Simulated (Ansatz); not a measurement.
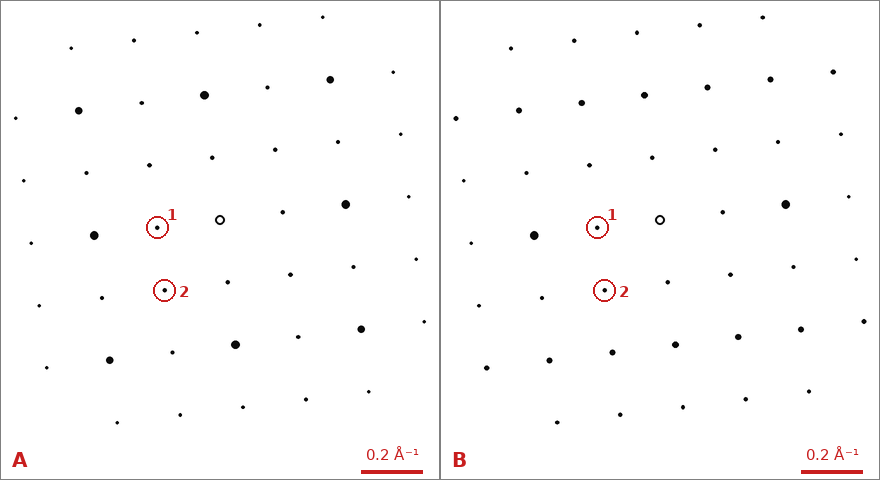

Kinematic electron diffraction patterns (300 kV, B = 0.5 Å², same scale) along [100] of the run's own cell, for the start and the end of one relaxation of ZrPbAu3 with Ansatz, DFT, PAW plane waves, pbe. k mesh 6×6×6. The start is a generated model structure, and the relaxation ends in the nearest stationary point of its symmetry, not necessarily the ground state. Spot 1 is 0 0 -1 and spot 2 is 0 1 -1 in both.

Start structure:

```yaml
crystal:
  lattice:
    - [3.39226, 3.39629, 0.00000]
    - [3.39226, -3.39629, 0.00000]
    - [0.00000, 0.00000, -4.76183]
  atoms:
    - { symbol: Pb, position: [0.00000, 0.00000, 0.00000] }
    - { symbol: Au, position: [0.48200, 0.03800, 0.50000] }
    - { symbol: Au, position: [0.96200, 0.51800, 0.50000] }
    - { symbol: Au, position: [0.48000, 0.52000, 0.00000] }
    - { symbol: Zr, position: [0.46900, 0.53100, 0.50000] }
```

### Which pattern belongs to the start structure, and which to the relaxed one?

A is the start: its cell gives d(1) = 4.762 Å, d(2) = 3.381 Å and an angle of 44.8°. The spot positions hardly differ, so the intensities decide: those computed from the start structure match A, and B is the relaxed structure.

### Name reflections whose intensity changes strongly on relaxation.

0 2 -1 goes from 2.8 to 26 % of the strongest spot; 0 2 0 goes from 98 to 35 % of the strongest spot; 0 2 2 goes from 54 to 20 % of the strongest spot.

### Summarise the relaxation behind the change.

The cell was held fixed; with the mean shift removed, the atoms moved by up to 0.65 Å relative to the cell (Zr most); the space group stayed Amm2 (No. 38); the free energy fell by 570 meV an atom.
